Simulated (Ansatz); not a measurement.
# C₂H₇MoNO₂: trial inputs and their diagnosis

Aim: try 5 inputs for C₂H₇MoNO₂ as typed, read how each ends, and find what has to change.

The runs use Ansatz 0.2.0, Gaussian basis; the settings change from run to run.

### Step 1. The relaxed structure

An earlier PBE0-D4 in a triple-zeta def2 set relaxation fixed the geometry. Mo takes a core potential in def2 sets; no spin-orbit term is included.

SMILES `C[N]=[Mo]([CH3])(=[O])[OH]`, 13 atoms, charge 0, spin multiplicity 1.

Atoms are counted from 1 here; the program's logs count them from 0.

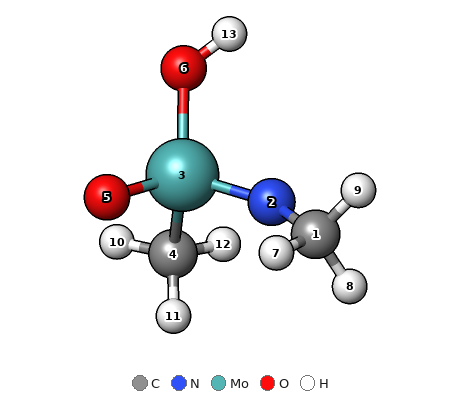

The structure; carbon grey, nitrogen blue, molybdenum teal, oxygen red, hydrogen white; atoms are numbered from 1 in the order of the file.

### Step 2. Attempt 1

The input, in.yaml:

```yaml
crystal:
  periodic: [false, false, false]
  atoms:
    - {symbol: C, position_ang: [-1.571463, -0.840829, 1.465624]}
    - {symbol: N, position_ang: [-0.471648, -0.211496, 0.825755]}
    - {symbol: Mo, position_ang: [0.172509, 0.837627, -0.381623]}
    - {symbol: C, position_ang: [1.274187, -0.468373, -1.623459]}
    - {symbol: O, position_ang: [-1.088759, 1.446464, -1.312509]}
    - {symbol: O, position_ang: [1.311167, 2.146323, 0.355085]}
    - {symbol: H, position_ang: [-2.523909, -0.562817, 0.999967]}
    - {symbol: H, position_ang: [-1.459376, -1.928546, 1.405758]}
    - {symbol: H, position_ang: [-1.603450, -0.569256, 2.525939]}
    - {symbol: H, position_ang: [1.711830, 0.112390, -2.441116]}
    - {symbol: H, position_ang: [0.635409, -1.247614, -2.042781]}
    - {symbol: H, position_ang: [2.069236, -0.940265, -1.040464]}
    - {symbol: H, position_ang: [1.564766, 2.191595, 1.278823]}
basis:
  gaussian: {orbitals: def2-TZVP, fitting: {mean_field: cc-pVTZ-jkfit}}
hamiltonian: {xc: {name: PBE-QIDH}}
scf: {lower_state_search: full}
```

The run is started by

```console
> ansatz run in.yaml --threads 4 --pin off --events-out ev --progress --plain --max-ram 11315MiB
```

What it wrote:

```text
Functional definition: PBE-QIDH
  name "PBE-QIDH"
  cite "Brémond, Sancho-García, Pérez-Jiménez & Adamo, J. Chem. Phys. 141, 031101 (2014) doi:10.1063/1.4890314"
  cite "Perdew, Burke & Ernzerhof, Phys. Rev. Lett. 77, 3865 (1996) doi:10.1103/PhysRevLett.77.3865"
  parameter a = 3^(-1/3)
  parameter c = 1/3
  exchange = (1 - a)*pbe_x + a*exact_x
  correlation = (1 - c)*pbe_c + c*(mp2_os + mp2_ss)
Error: <dir> the basis set cc-pVTZ-JKFIT has no functions for Mo
```

It took 0.1 s on 4 threads of Arm Neoverse V2, shared host.

Diagnosis: The program refused the input. The fitting set named has no entry for an element of this molecule. Cure: leave the fitting key out, or name a set that covers all elements and suits the basis.

### Step 3. Attempt 2

The input, in.yaml:

```yaml
crystal:
  periodic: [false, false, false]
  atoms:
    - {symbol: C, position_ang: [-1.442344, -0.875632, 1.494723]}
    - {symbol: N, position_ang: [-0.475857, -0.128922, 0.752302]}
    - {symbol: Mo, position_ang: [0.237890, 0.707120, -0.549304]}
    - {symbol: C, position_ang: [1.426838, -0.521700, -1.546412]}
    - {symbol: O, position_ang: [-1.041151, 1.634628, -1.235204]}
    - {symbol: O, position_ang: [1.466738, 2.230698, 0.342914]}
    - {symbol: H, position_ang: [-2.688399, -0.640437, 1.006728]}
    - {symbol: H, position_ang: [-1.432828, -2.005870, 1.311633]}
    - {symbol: H, position_ang: [-1.584743, -0.569733, 2.448452]}
    - {symbol: H, position_ang: [1.653302, 0.184430, -2.594066]}
    - {symbol: H, position_ang: [0.577638, -1.177095, -2.021729]}
    - {symbol: H, position_ang: [2.149163, -0.963044, -1.163342]}
    - {symbol: H, position_ang: [1.487029, 2.147985, 1.270434]}
basis:
  gaussian: {orbitals: def2-TZVPD, fitting: {mean_field: cc-pVTZ-jkfit}, final_grid: {core_spheres: 20, valence_spheres: 16, degree: 47}}
hamiltonian: {xc: {name: HF}}
correlation: {method: rpa}
```

The command is unchanged.

What it wrote:

```text
Functional definition: HF
  name "HF"
  cite "Fock, Z. Phys. 61, 126 (1930) doi:10.1007/BF01340294"
  parent pbe
  exchange = exact_x
  correlation = 0
Error: <dir> the basis set cc-pVTZ-JKFIT has no functions for Mo
```

It took 0.05 s on 4 threads of Arm Neoverse V2, shared host.

**Diagnosis.** Refused before any calculation. The fitting set named has no entry for an element of this molecule. Cure: leave the fitting key out, or name a set that covers all elements and suits the basis. Its coordinates are also moved off the relaxed structure.

### Step 4. Attempt 3

The input, in.yaml:

```yaml
crystal:
  periodic: [false, false, false]
  atoms:
    - {symbol: C, position_ang: [-1.571463, -0.840829, 1.465624]}
    - {symbol: N, position_ang: [-0.471648, -0.211496, 0.825755]}
    - {symbol: Mo, position_ang: [0.172509, 0.837627, -0.381623]}
    - {symbol: C, position_ang: [1.274187, -0.468373, -1.623459]}
    - {symbol: O, position_ang: [-1.088759, 1.446464, -1.312509]}
    - {symbol: O, position_ang: [1.311167, 2.146323, 0.355085]}
    - {symbol: H, position_ang: [-2.523909, -0.562817, 0.999967]}
    - {symbol: H, position_ang: [-1.459376, -1.928546, 1.405758]}
    - {symbol: H, position_ang: [-1.603450, -0.569256, 2.525939]}
    - {symbol: H, position_ang: [1.711830, 0.112390, -2.441116]}
    - {symbol: H, position_ang: [0.635409, -1.247614, -2.042781]}
    - {symbol: H, position_ang: [2.069236, -0.940265, -1.040464]}
    - {symbol: H, position_ang: [1.564766, 2.191595, 1.278823]}
basis:
  gaussian: {orbitals: cc-pVTZ-PP}
hamiltonian: {xc: {name: B97M-V}}
```

The command is unchanged.

What it wrote:

```text
Functional definition: B97M-V
  name "B97M-V"
  cite "Mardirossian & Head-Gordon, J. Chem. Phys. 142, 074111 (2015) doi:10.1063/1.4907719"
  cite "Becke, J. Chem. Phys. 107, 8554 (1997) doi:10.1063/1.475007"
  cite "Vydrov & Van Voorhis, J. Chem. Phys. 133, 244103 (2010) doi:10.1063/1.3521275"
  # Of w^i u^j: cxij and so on, Table III.
  parameter cx00 = 1.000
  parameter cx01 = 1.308
  parameter cx02 = 1.901
  parameter cx10 = 0.416
  parameter cx11 = 3.070
  parameter css00 = 1.000
  parameter css02 = -1.855
  parameter css10 = -5.668
  parameter css32 = -20.497
  parameter css42 = -20.364
  parameter cos00 = 1.000
  parameter cos01 = 1.573
  parameter cos03 = -6.298
  parameter cos10 = 2.535
  parameter cos32 = -6.427
  parameter b = 6.0
  parameter c = 0.01
  gx(w, u) = cx00 + cx01*u + cx02*u^2 + (cx10 + cx11*u)*w
  gss(w, u) = css00 + css02*u^2 + css10*w + (css32*w^3 + css42*w^4)*u^2
  gos(w, u) = cos00 + cos01*u + cos03*u^3 + cos10*w + cos32*w^3*u^2
  exchange = spin_sum(e_x_unif_s*gx(b97_w, b97_u_x))
  correlation = spin_sum(e_c_pw_mod_same_spin*gss(b97_w, b97_u_same))
      + integral(e_c_pw_mod_opposite_spin*gos(b97_w_opposite, b97_u_opposite)) + vv10(b, c)
Error: <dir> the basis set cc-pVTZ-PP has no functions for C
```

Wall time 0.05 s (4 threads of Arm Neoverse V2, shared host).

Diagnosis: Refused before any calculation. The basis set is misnamed or doesn't suit the job. Fix: name an orbital basis set that the library holds for every element here.

### Step 5. Attempt 4

The input, in.yaml:

```yaml
crystal:
  periodic: [false, false, false]
  atoms:
    - {symbol: C, position_ang: [-1.506191, -0.731000, 1.396571]}
    - {symbol: N, position_ang: [-0.102199, -0.065196, 1.035935]}
    - {symbol: Mo, position_ang: [0.177998, 0.679997, -0.214378]}
    - {symbol: C, position_ang: [1.430122, -0.719772, -1.385695]}
    - {symbol: O, position_ang: [-1.006469, 1.196727, -1.140400]}
    - {symbol: O, position_ang: [1.489797, 2.149989, 0.502291]}
    - {symbol: H, position_ang: [-2.646428, -0.627587, 1.074101]}
    - {symbol: H, position_ang: [-1.494181, -1.943738, 1.383719]}
    - {symbol: H, position_ang: [-1.807998, -0.221201, 2.592916]}
    - {symbol: H, position_ang: [1.884838, 0.093847, -2.518669]}
    - {symbol: D, position_ang: [0.569491, -1.240818, -2.232246]}
    - {symbol: H, position_ang: [2.014385, -0.873457, -1.030430]}
    - {symbol: H, position_ang: [1.538118, 2.062278, 1.377758]}
basis:
  gaussian: {orbitals: def2-TZVP}
total_charge: 1
magnetization: {spin_polarized: true, initial_magnetization: 1}
hamiltonian: {xc: {name: revPBE}}
```

Launched as before.

What it wrote:

```text
Error: YAML parse error: error: line 14 column 16: `D` is not an element symbol (H … Og, case-exact)
  --> <input>:14:16
   |
12 |     - {symbol: H, position_ang: [-1.807998, -0.221201, 2.592916]}
13 |     - {symbol: H, position_ang: [1.884838, 0.093847, -2.518669]}
14 |     - {symbol: D, position_ang: [0.569491, -1.240818, -2.232246]}
   |                ^ `D` is not an element symbol (H … Og, case-exact)
15 |     - {symbol: H, position_ang: [2.014385, -0.873457, -1.030430]}
16 |     - {symbol: H, position_ang: [1.538118, 2.062278, 1.377758]}
   |
```

It took 0.05 s on 4 threads of Arm Neoverse V2, shared host.

**Diagnosis.** Refused before any calculation. An element symbol is wrong. It also asks for charge 1 and multiplicity 2, another species or state than the molecule above. Its coordinates are also moved off the relaxed structure. Fix: correct the symbol, and set charge and spin to those of the species named.

### Step 6. Attempt 5

The input, in.yaml:

```yaml
crystal:
  periodic: [false, false, false]
  atoms:
    - {symbol: C, position_ang: [-1.578223, -0.937422, 1.422317]}
    - {symbol: N, position_ang: [-0.314268, -0.253677, 0.698221]}
    - {symbol: Mo, position_ang: [0.069639, 0.826393, -0.393170]}
    - {symbol: C, position_ang: [1.267488, -0.334781, -1.434696]}
    - {symbol: O, position_ang: [-1.024196, 1.391580, -1.266752]}
    - {symbol: O, position_ang: [1.247179, 2.024802, 0.433988]}
    - {symbol: H, position_ang: [-2.417733, -0.563667, 0.943012]}
    - {symbol: H, position_ang: [-1.471817, -1.941006, 1.597642]}
    - {symbol: H, position_ang: [-1.578849, -0.524352, 2.565415]}
    - {symbol: H, position_ang: [1.706618, 0.043113, -2.555368]}
    - {symbol: H, position_ang: [0.689052, -1.085395, -1.940634]}
    - {symbol: H, position_ang: [2.271881, -0.960345, -1.163231]}
    - {symbol: H, position_ang: [1.495616, 2.223381, 1.306099]}
basis:
  gaussian: {orbitals: x2c-TZVPPall}
hamiltonian: {xc: {name: r2SCAN0}, dispersion: d4}
relax: {f_tol: 0.0001, max_steps: 3}
output: {forces: true}
```

Same command.

What it wrote:

```text
Functional definition: r2SCAN0
  name "r2SCAN0"
  cite "Bursch, Neugebauer, Ehlert & Grimme, J. Chem. Phys. 156, 134105 (2022) doi:10.1063/5.0086040"
  cite "Furness, Kaplan, Ning, Perdew & Sun, J. Phys. Chem. Lett. 11, 8208 (2020) doi:10.1021/acs.jpclett.0c02405"
  cite "Furness, Kaplan, Ning, Perdew & Sun, J. Phys. Chem. Lett. 11, 9248 (2020) doi:10.1021/acs.jpclett.0c03077"
  parent r2scan
  parameter a = 0.25
  parameter k0 = 0.174
  parameter k1 = 0.065
  parameter a1 = 4.9479
  exchange = (1 - a)*r2scan_x(k0 = k0, k1 = k1, a1 = a1) + a*exact_x
  correlation = r2scan_c
1839 factors; their error is unknown
mean field evaluation 1: about -117921.6467 eV, gradient 9.7e1 eV
mean field evaluation 2: about -117886.0108 eV, gradient 1.8e2 eV
mean field evaluation 4: about -117937.4203 eV, gradient 1.1e1 eV
mean field evaluation 8: about -117937.6432 eV, gradient 2.6e-1 eV
mean field evaluation 16: about -117937.8041 eV, gradient 7.3e-3 eV
mean field -117937.80406102 eV, -4334.1343581278 hartree, gradient 4.8e-5 eV, S^2 0.000000; 0 other end points of the search recorded, 0 dependent functions left out
the calculation of the forces begins
reference -117937.80407874 eV, -4334.1343587789 hartree; 42, 42 occupied and 290, 290 virtual orbitals, 1839 factors
relax step   1: F+E_penalty+E_count = -117937.90168731 eV  Δ(F+E_penalty+E_count) = +0.000e0 eV  max|allowed force component| = 1.506e1 eV/Å  Δτ_max = 0.0000 Å  (34 SCF iters, accepted)
these checks for a lower state are left out or cut short: starts, cluster_reference, orbital_swaps, neighbouring_geometries, increment
1839 factors; their error is unknown
mean field -117941.50094949 eV, -4334.2702162731 hartree, gradient 2.6e-5 eV, S^2 0.000000; 0 other end points of the search recorded, 0 dependent functions left out
the calculation of the forces begins
reference -117941.50096769 eV, -4334.2702169421 hartree; 42, 42 occupied and 290, 290 virtual orbitals, 1839 factors
relax step   2: F+E_penalty+E_count = -117941.59511317 eV  Δ(F+E_penalty+E_count) = -3.693e0 eV  max|allowed force component| = 2.885e0 eV/Å  Δτ_max = 0.1959 Å  (44 SCF iters, accepted)
these checks for a lower state are left out or cut short: starts, cluster_reference, orbital_swaps, neighbouring_geometries, increment
1839 factors; their error is unknown
mean field evaluation 32: about -117941.7606 eV, gradient 4.8e-3 eV
mean field -117941.91988477 eV, -4334.2856118608 hartree, gradient 1.7e-5 eV, S^2 0.000000; 0 other end points of the search recorded, 0 dependent functions left out
the calculation of the forces begins
reference -117941.91990326 eV, -4334.2856125401 hartree; 42, 42 occupied and 290, 290 virtual orbitals, 1839 factors
relax step   3: F+E_penalty+E_count = -117942.01384035 eV  Δ(F+E_penalty+E_count) = -4.187e-1 eV  max|allowed force component| = 6.513e-1 eV/Å  Δτ_max = 0.1212 Å  (45 SCF iters, accepted)
Error: geometry relaxation did not converge after 3 steps: max|allowed force component| = 6.51e-1 eV/Å (threshold 1.0e-4). Raise `relax.max_steps` over both its present limit and 3, loosen `relax.f_tol`, or start from a geometry closer to equilibrium. Where this run's directory can be resumed (`checkpoint.write`), a resume goes on for up to `relax.max_steps` more
```

It took 47 s on 4 threads of Arm Neoverse V2, shared host; peak memory 1.5 GiB.

**Diagnosis.** It stopped unconverged. The relaxation is allowed too few steps for its threshold. The start was also shaken off the relaxed geometry, so there is far to go. To mend it, raise relax.max_steps.

### Step 7. How the tries ended

```tsv
attempt	level	ended	cause	time
1	PBE-QIDH/def2-TZVP	refused	the fitting set named has no entry for an element of this molecule	0.1 s
2	RPA/def2-TZVPD	refused	the fitting set named has no entry for an element of this molecule	0.05 s
3	B97M-V/cc-pVTZ-PP	refused	the basis set is misnamed or doesn't suit the job	0.05 s
4	revPBE/def2-TZVP	refused	an element symbol is wrong	0.05 s
5	r2SCAN0/x2c-TZVPPall	not converged	the relaxation is allowed too few steps for its threshold	47 s
```

In words: 4 refused, 1 not converged. A refusal costs next to no computing time.
